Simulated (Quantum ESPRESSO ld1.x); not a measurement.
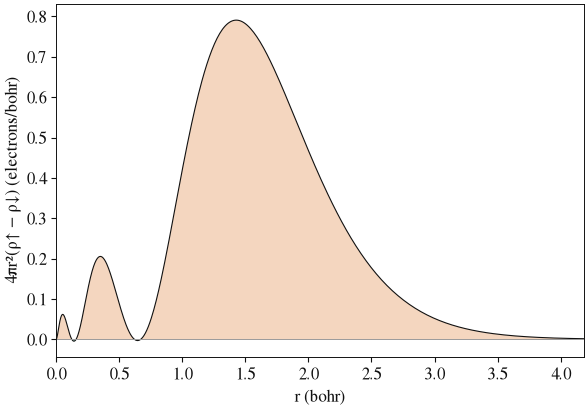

System: the phosphorus ion P⁴⁺, configuration [Ne] 3s1 (high spin). Method: non-relativistic Kohn-Sham, LDA (Slater exchange, Perdew-Zunger correlation), spin-polarised, spherical densities, point nucleus, Perdew-Zunger self-interaction correction; computed with Quantum ESPRESSO ld1.x 7.5.

The plot shows the radial spin density.

**What does the plot show?**

The curve integrates to 1 unpaired electron, held by 3s (+1). Its largest value, 0.791 electrons/bohr, lies near r = 1.4 bohr. Regions of the opposite sign are negligible.
